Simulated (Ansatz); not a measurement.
Consider Nb$_{2}$SnAs$_{4}$.

```
Nb Sn As
1.0
     5.19195    0.00000    0.00000
     0.00000    5.19195    0.00000
     0.00000    0.00000   12.90863
Nb Sn As
4 2 8
Direct
  0.00000 0.00000 0.59636
  0.50000 0.50000 0.09636
  0.00000 0.00000 0.40364
  0.50000 0.50000 0.90364
  0.00000 0.00000 0.00000
  0.50000 0.50000 0.50000
  0.50000 0.00000 0.00000
  0.00000 0.50000 0.50000
  0.00000 0.50000 0.00000
  0.50000 0.00000 0.50000
  0.00000 0.00000 0.77916
  0.50000 0.50000 0.27916
  0.00000 0.00000 0.22084
  0.50000 0.50000 0.72084
```

Space group I4/mmm; a structure from a database of computed crystals, not necessarily the ambient phase; started from the K2MgH4-139 prototype, which need not be the ambient phase.

The calculation used Ansatz, DFT, r2SCAN+rVV10, plane waves, PAW.

What can the converged valence pseudo-density and electron localisation function tell about the bonding?

Nb–As (2.36 Å): the density is about 0.69 e/Å³ at the midpoint; the ELF is about 0.45 at the midpoint.
Nb–Nb (2.49 Å): the density is about 0.54 e/Å³ at the midpoint; the ELF is about 0.25 at the midpoint: no shared electron pair shows on this line.
Sn–As (2.85 Å): ρ is about 0.3 e/Å³ halfway; the ELF is about 0.55 at the midpoint.

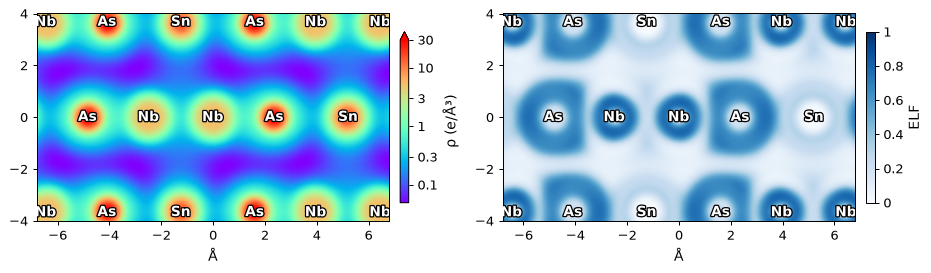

Computed valence pseudo-density and electron localisation function on the (110) plane of the conventional cell, in this order. 

The density is the valence pseudo-density of a PAW calculation; it isn't the true density close to the nuclei.
